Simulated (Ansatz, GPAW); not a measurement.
# A 13-layer slab of W(111): work function by functional and basis, part 3 of 3

Wanted: work functions and dipole of a 13-layer slab of W(111), with the cost of each level.

GPAW 26.7.0 and Ansatz 0.2.0; Ansatz plane waves; slab in vacuum with a dipole correction, relaxation (the session's first sound run).

So far, upper work function (eV): step 2 (relaxing the atoms, PBE) 4.12; step 4 (OptPBE vdW: xc = "optPBE-vdW", GPAW, PAW setups, GPAW) 4.33; step 5 (self-consistent run: xc = "revPBE") 4.00; step 6 (self-consistent run: xc = "vdW-DF2", GPAW, PAW setups, GPAW) 4.47; step 7 (self-consistent run: xc = "RPBE") 3.98.

### 8. Self-consistent run: xc = "LDA"

Level of this step: GPAW, PAW setups; slab in vacuum (GPAW).

The same geometry under LDA, to see how far the functional moves the levels against the vacuum.

Input file run.py:

```python
import json
import numpy as np
from ase import Atoms
from gpaw import GPAW, PW

slab = Atoms(
    ['W', 'W', 'W', 'W', 'W', 'W', 'W', 'W', 'W', 'W', 'W', 'W', 'W'],
    positions=[
        [0.00000, 0.00000, 7.00000],
        [2.23446, 1.29006, 7.91221],
        [4.46891, 2.58013, 8.82443],
        [0.00000, 0.00000, 9.73664],
        [2.23446, 1.29006, 10.64885],
        [4.46891, 2.58013, 11.56107],
        [0.00000, 0.00000, 12.50410],
        [2.23446, 1.29006, 13.43899],
        [4.46891, 2.58013, 14.38097],
        [0.00000, 0.00000, 15.26807],
        [2.23446, 1.29006, 16.32454],
        [4.46891, 2.58013, 17.05228],
        [-0.00000, -0.00000, 17.78959]],
    cell=[[4.46891, 0.0, 0.0], [2.23446, 3.87019, 0.0], [0.0, 0.0, 24.94656]],
    pbc=[True, True, False])

slab.calc = GPAW(mode=PW(400), xc='LDA', kpts={'size': (8, 8, 1), 'gamma': True},
                 occupations={'name': 'fermi-dirac', 'width': 0.1}, nbands='160%',
                 convergence={'density': 1e-05}, maxiter=200,
                 poissonsolver={'dipolelayer': 'xy'},
                 symmetry={'tolerance': 1e-3}, txt='slab.txt')
result = {}
energy = slab.get_potential_energy()
fermi = slab.calc.get_fermi_level()
v = slab.calc.get_electrostatic_potential().mean((0, 1)) - fermi
n = slab.calc.get_pseudo_density().mean((0, 1))
L = slab.cell[2, 2]
z = np.arange(len(v)) * L / len(v)
low, high = slab.positions[:, 2].min(), slab.positions[:, 2].max()
below, above = np.interp([low - 4.8, high + 4.8], z, v)
slopes = [np.interp(x, z, np.gradient(v, z)) for x in (low - 4.8, high + 4.8)]
eps = np.array([[slab.calc.get_eigenvalues(k, s) for k in range(len(slab.calc.get_ibz_k_points()))]
                for s in range(slab.calc.get_number_of_spins())]) - fermi
top, bottom = eps[eps < 0].max(), eps[eps > 0].min()
dipole = slab.get_dipole_moment()[2]
print(f'energy {energy:.4f} eV, Fermi level {fermi:.4f} eV, dipole {dipole:.5f} e A')
print(f'potential 4.8 A off the faces, from the Fermi level: lower {below:.4f} eV, upper {above:.4f} eV')
print(f'slope of the potential there: lower {slopes[0]:.5f}, upper {slopes[1]:.5f} eV/A')
print(f'nearest levels on the mesh: {top:.4f} and {bottom:.4f} eV')
print('magnetic moment', round(slab.get_magnetic_moment(), 3))
result.update(energy=energy, fermi=fermi, dipole=dipole, below=below, above=above, slopes=slopes, edges=[top, bottom],
              z=z.tolist(), v=v.tolist(), n=n.tolist(), positions=slab.positions.tolist(),
              forces=slab.get_forces(apply_constraint=False).tolist(), moments=slab.get_magnetic_moments().tolist())
json.dump(result, open('result.json', 'w'))
```

Launch:

```bash
$ OMP_NUM_THREADS=1 OPENBLAS_NUM_THREADS=1 python run.py
```

Numbers of over 12 decimals in the logs are rounded to 6 here.

The log of the run:

```text
energy -156.9671 eV, Fermi level 4.5638 eV, dipole -0.01923 e A
potential 4.8 A off the faces, from the Fermi level: lower 4.1950 eV, upper 4.4002 eV
slope of the potential there: lower -0.00104, upper 0.00079 eV/A
nearest levels on the mesh: -0.0009 and 0.0007 eV
magnetic moment 0.0
```

Wall time 20 min (1 thread of Arm Neoverse N1, shared host); peak memory 0.5 GiB.

This step gave:

| Item | Value |
| --- | --- |
| dipole along the normal | -0.01923 e·Å |
| levels nearest the Fermi level on the mesh | -9.14e-4, 7.45e-4 eV from the Fermi level |
| upper work function | 4.400 eV |
| lower work function | 4.195 eV |

The upper face's work function is 4.400 eV, against 4.122 eV in the first plane-wave PBE run at this geometry.

### 9. Real-space grid: mode = "fd"

A real-space grid is a second complete basis, so it checks the plane-wave result.

Edit run.py of step 8 so:

```diff
@@ -3,3 +3,3 @@
 from ase import Atoms
-from gpaw import GPAW, PW
+from gpaw import GPAW
 
@@ -24,3 +24,3 @@
 
-slab.calc = GPAW(mode=PW(400), xc='LDA', kpts={'size': (8, 8, 1), 'gamma': True},
+slab.calc = GPAW(mode='fd', h=0.18, xc='PBE', kpts={'size': (8, 8, 1), 'gamma': True},
                  occupations={'name': 'fermi-dirac', 'width': 0.1}, nbands='160%',
```

The log of the run:

```text
energy -142.6970 eV, Fermi level -4.0175 eV, dipole -0.01976 e A
potential 4.8 A off the faces, from the Fermi level: lower 3.9133 eV, upper 4.1208 eV
slope of the potential there: lower -0.00116, upper 0.00090 eV/A
nearest levels on the mesh: -0.0021 and 0.0980 eV
magnetic moment 0.0
```

It took 76 min on 1 thread; peak memory 2.2 GiB.

This step gave:

```
dipole along the normal                    : -0.01976 e·Å
levels nearest the Fermi level on the mesh : -0.002062, 0.09796 eV from the Fermi level
upper work function                        : 4.121 eV
lower work function                        : 3.913 eV
```

Electrostatic potential energy of an electron (without an applied field's), less the Fermi level, planar mean against z:

```
z (Å)  electrostatic potential energy of an electron (without an applied field's), less the Fermi level, planar mean (eV)
  0.0                                                                                                                4.02
  2.5                                                                                                                3.91
  5.0                                                                                                                3.63
  7.5                                                                                                               -13.3
 10.0                                                                                                               -14.5
 12.5                                                                                                               -14.7
 15.0                                                                                                               -14.4
 17.5                                                                                                               -16.6
 20.0                                                                                                                3.95
 22.5                                                                                                                4.12
```

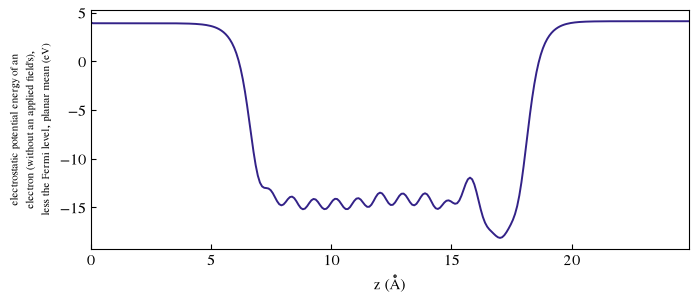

Electrostatic potential energy of an electron (without an applied field's), less the Fermi level, planar mean against z.

The upper face's work function is 4.121 eV, against 4.122 eV in the first plane-wave PBE run at this geometry.

### 10. Cost and result by level

Times are for 1 thread of Arm Neoverse N1, shared host. Results by setting:

```
no.         run  upper work function (eV)  lower work function (eV)    time  memory (GiB)
  1          pw                     4.122                     3.915  22 min           0.5
  2  optPBE vdW                     4.326                     4.142  23 min          0.74
  3      revPBE                     3.999                     3.782  22 min           0.5
  4     vdW DF2                     4.472                     4.341  24 min          0.73
  5        RPBE                     3.984                     3.768  23 min           0.5
  6         LDA                     4.400                     4.195  20 min           0.5
  7          fd                     4.121                     3.913  76 min           2.2
```

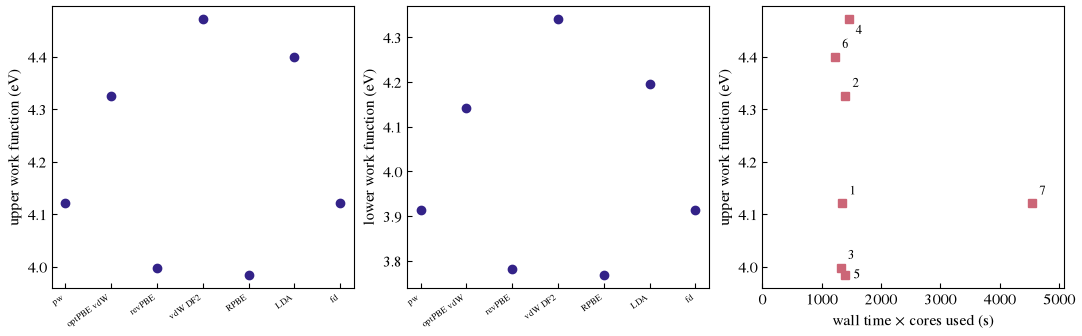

The series as plots; the last panel sets the first result against cost, with the runs numbered as in the table.

### 11. A second plane-wave code

A second program with its own datasets checks the number independently.

This step: Ansatz plane waves; slab in vacuum with a dipole correction (Ansatz 0.2.0).

Input file input.yaml:

```yaml
crystal:
  lattice:
    - [4.4689148571, 0.0, 0.0]
    - [2.2344574285, 3.8701937936, 0.0]
    - [0.0, 0.0, 24.9465611038]
  atoms:
    - { symbol: W, position: [0.0, 0.0, 0.2805997977] }
    - { symbol: W, position: [0.3333333333, 0.3333333333, 0.3171664981] }
    - { symbol: W, position: [0.6666666667, 0.6666666667, 0.3537331985] }
    - { symbol: W, position: [0.0, 0.0, 0.3902998989] }
    - { symbol: W, position: [0.3333333333, 0.3333333333, 0.4268665992] }
    - { symbol: W, position: [0.6666666667, 0.6666666667, 0.4634332996] }
    - { symbol: W, position: [0.0, 0.0, 0.5012353662] }
    - { symbol: W, position: [0.3333333333, 0.3333333333, 0.5387110238] }
    - { symbol: W, position: [0.6666666667, 0.6666666667, 0.5764711942] }
    - { symbol: W, position: [0.0, 0.0, 0.6120309507] }
    - { symbol: W, position: [0.3333333333, 0.3333333333, 0.65438019] }
    - { symbol: W, position: [0.6666666667, 0.6666666667, 0.683552369] }
    - { symbol: W, position: [0.0, 0.0, 0.7131077906] }
kpoints:
  mp_grid: { grid: [8, 8, 1] }
hamiltonian:
  xc: pbe
scf:
  occupations: { method: fermi_dirac, width: 0.1 }
efield:
  axis: 3
  dipole_correction: true
  ramp_width: 0.05
output:
  forces: true
  write_potential: true
  write_density: true
  volumetric_format: npy
```

Launch:

```bash
$ ansatz run input.yaml --threads 4 --pin off --max-ram 8192MiB --backend cpu --events-out ev --progress --plain --runs-dir out
```

The log of the run:

```text
[...]
Crystal: 13 atoms, lattice volume = 431.465 Å³
Basis set: ecut = 420 eV, 8465 PW (Γ), exchange–correlation on 60×60×360 points (8 copies of the dense FFT grid, shifted against one another)
Bands: 110, of which v1, the nominal top of the filled ones, is band 91 counted from 1 (90 counted from 0)
Symmetry: 6 space group operations
[...]
k-points: 10 of 64 (time reversal used)
[...]
SCF iter   1: F=—  HF=-134994.745250 eV  |F-HF|=—  |Δ(HF+E_count)|=         —  Δρ=4.97e-3  dr2=7.28e-1  ethr=1.77e-3  p=-0.006 e·Å  D=-2.65e-3 V/Å  ΔV_dip=0.07 eV  dr2_dipole=4.13e-1  V_vac-E_F(+/−)=4.29/4.23 eV  ⟨swp⟩=8.7  Hψ=5253  notcnv=0
[...]
SCF iter   9: F=-134994.728005 eV  HF=-134994.728005 eV  |F-HF|=4.89e-9  |Δ(HF+E_count)|=   9.32e-8  Δρ=2.18e-6  dr2=5.15e-8  ethr=5.49e-11  p=-0.020 e·Å  D=-8.43e-3 V/Å  ΔV_dip=0.21 eV  dr2_dipole=2.01e-13  V_vac-E_F(+/−)=4.12/3.91 eV  ⟨swp⟩=16.9  Hψ=9618  notcnv=0
SCF 1 converged in 9 iterations: F = -134994.728005 eV  dr2 = 5.15e-8
[...]
SCF converged after 9 iterations
Free energy (F): -134994.728005 eV
[...]
Internal energy: -134994.454576 eV  (E = F + TS)
E sigma→0 (E₀):  -134994.591290 eV
Entropy (-TS):   -0.273429 eV (-21.033 meV/atom)
Fermi energy:    8.702180 eV
Dipole field:    D = -0.008427 V/Å  (p = -0.020092 e·Å, saw-weighted, corrected)
Work function:   Φ+ = 4.1217 eV   Φ− = 3.9115 eV
[...]
--- Forces (eV/Å), atoms counted from 1 ---
  atom   1  W      0.00000000    -0.00000000     2.22780098
  atom   2  W     -0.00000000     0.00000000    -0.18255017
  atom   3  W     -0.00000000     0.00000000    -1.23343654
  atom   4  W     -0.00000000     0.00000000    -1.03362522
  atom   5  W     -0.00000000    -0.00000000    -0.04297254
  atom   6  W      0.00000000     0.00000000     0.26159432
  atom   7  W     -0.00000000    -0.00000000    -0.00082507
  atom   8  W      0.00000000     0.00000000     0.00066723
  atom   9  W      0.00000000     0.00000000     0.00324331
  atom  10  W     -0.00000000     0.00000000     0.00318768
  atom  11  W      0.00000000     0.00000000     0.00479244
  atom  12  W      0.00000000    -0.00000000     0.00519256
  atom  13  W     -0.00000000     0.00000000    -0.01322181
  max |Σ_I F_I| component: 1.53e-4 eV/Å
--- Band table (eV; the first three rows and the last of 10) ---
  k-point 0: bands = [... 87 lower, 7.6716, 7.6716, 7.8083, 8.0983, 8.7974, 9.8250, 10.3006, 10.3006, ... 15 higher]
  k-point 1: bands = [... 87 lower, 7.7222, 7.8265, 8.0580, 8.1911, 8.8821, 9.8257, 10.1019, 10.1114, ... 15 higher]
  k-point 2: bands = [... 87 lower, 8.0544, 8.1691, 8.4421, 8.6593, 9.0897, 9.2547, 9.2550, 9.7110, ... 15 higher]
  k-point 9: bands = [... 87 lower, 7.9171, 8.0564, 8.1590, 8.2260, 8.5446, 8.9228, 9.2435, 9.3966, ... 15 higher]
```

The job ended after 38 s (4 threads; peak memory 1.3 GiB; 2.5 min of CPU time).

This step gave:

```yaml
upper_work_function: 4.122 eV
lower_work_function: 3.912 eV
dipole_along_the_normal: -0.02009 e·Å
dipole_field: -0.008427 V/Å
```

Electrostatic potential energy of an electron (with the applied field's), less the Fermi level, planar mean against z:

```
z (Å)  electrostatic potential energy of an electron (with the applied field's), less the Fermi level, planar mean (eV)
  0.0                                                                                                              4.00
  2.5                                                                                                              3.91
  5.0                                                                                                              3.63
  7.5                                                                                                             -12.1
 10.0                                                                                                             -12.7
 12.5                                                                                                             -11.8
 15.0                                                                                                             -12.6
 17.5                                                                                                             -14.2
 20.0                                                                                                              3.95
 22.5                                                                                                              4.12
```

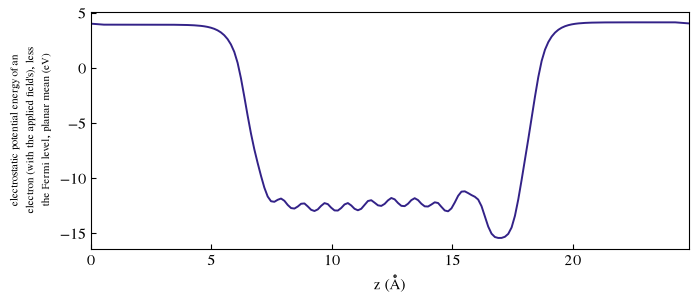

Electrostatic potential energy of an electron (with the applied field's), less the Fermi level, planar mean against z.

The valence density, planar mean oscillates, so the rows of the table below give means over windows of 2 Å about each position, cut where the curve ends. Its maxima inside the range that stand out by 2 % of the span (Å: e/Å³): 8.3: 0.913, 9.3: 0.911, 10.3: 0.909, 11.1: 0.908, 12.1: 0.879, 13.0: 0.883, 13.9: 0.882, 14.8: 0.918, 16.8: 1.09. Its minima: 8.9: 0.857, 9.7: 0.865, 10.7: 0.861, 11.6: 0.851, 12.5: 0.844, 13.4: 0.844, 14.3: 0.856, 15.8: 0.795.

Valence density, planar mean against z; means over each step:

```
z (Å)  valence density, planar mean (e/Å³)
    2                               2.0e-5
    4                              0.00175
    6                                0.223
    8                                0.864
   10                                0.887
   12                                0.870
   14                                0.875
   16                                0.905
   18                                0.625
   20                               0.0113
   22                               1.1e-4
```

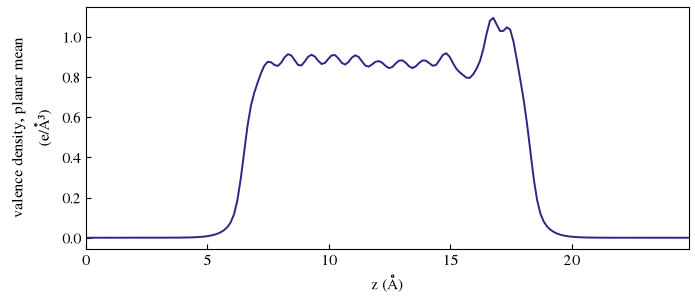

Valence density, planar mean, plotted against z.

Force by atom:

```
atom  x (eV/Å)  y (eV/Å)  z (eV/Å)  size
  W1      0.00      0.00      2.23  2.23
  W2      0.00      0.00     -0.18  0.18
  W3      0.00      0.00     -1.23  1.23
  W4      0.00      0.00     -1.03  1.03
  W5      0.00      0.00     -0.04  0.04
  W6      0.00      0.00      0.26  0.26
  W7      0.00      0.00      0.00  0.00
  W8      0.00      0.00      0.00  0.00
  W9      0.00      0.00      0.00  0.00
 W10      0.00      0.00      0.00  0.00
 W11      0.00      0.00      0.00  0.00
 W12      0.00      0.00      0.01  0.01
 W13      0.00      0.00     -0.01  0.01
```

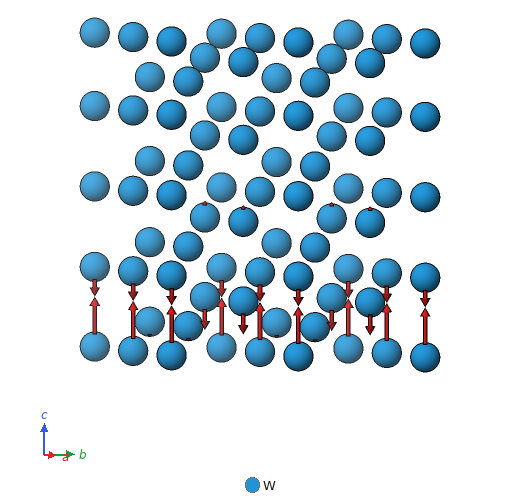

Force as arrows, the longest 2.23 eV/Å. 2×2×1 cells are drawn. Some periodic images of atoms are drawn too.

The upper face's work function is 4.122 eV, against 4.122 eV in the first plane-wave PBE run at this geometry.

### 12. Side by side

Results and costs are gathered.

This step: comparison of work functions, dipole and cost (GPAW 26.7.0).

Ladder, by row:

```
      step    code  work function, upper (eV)  work function, lower (eV)  dipole (e Å)  wall time (s)  peak memory (GiB)  threads
        pw    GPAW                      4.122                      3.915      -0.01938           1349                0.5        1
optPBE-vdW    GPAW                      4.326                      4.142      -0.01718           1395               0.74        1
    revPBE    GPAW                      3.999                      3.782      -0.02027           1330                0.5        1
   vdW-DF2    GPAW                      4.472                      4.341      -0.01212           1454               0.73        1
      RPBE    GPAW                      3.984                      3.768      -0.02027           1392                0.5        1
       LDA    GPAW                        4.4                      4.195      -0.01923           1224                0.5        1
        fd    GPAW                      4.121                      3.913      -0.01976           4545               2.17        1
    ansatz  Ansatz                      4.122                      3.912      -0.02009          37.73               1.28        4
```

### 13. Summary of results

```
work function, upper and lower face : 4.122 and 3.915 eV
dipole along the normal             : -0.0194 e Å
```

With plane waves and PBE the work function is 4.12 eV on the upper face and 3.91 eV on the lower. The two faces differ by 0.21 eV, the step that the slab's dipole makes (e p/(ε0 A) gives 0.20 eV), so the dipole layer is needed. The lowest atoms were held at bulk positions, which alone makes the faces unlike. The measured value for this face is 4.47 eV (as compiled in "Anisotropic work function of elemental crystals", 2019, arxiv:1902.07811); the relaxed upper face lies 0.35 eV under it with PBE, and vdW-DF2 comes nearest (4.47 eV). Measured work functions scatter by a tenth of an eV or more between methods. Over the sound runs of the table the upper face's work function spans 3.984 (RPBE) to 4.472 eV (vdW-DF2). The two plane-wave codes differ by 1.9e-4 eV on the upper face. The in-plane lattice was kept as typed, which isn't the functional's own and leaves some strain; spin-orbit coupling and temperature are left out.

[Logs are printed without paths, hosts, clocks, repeated set-up lines and the standing remarks that a program may print on its own settings, such as how far it seeks lower states.]

[Hosts, paths, dates, database ids (printed as entryN), source tags and the programs' standing remarks are cut or masked in the printed files.]
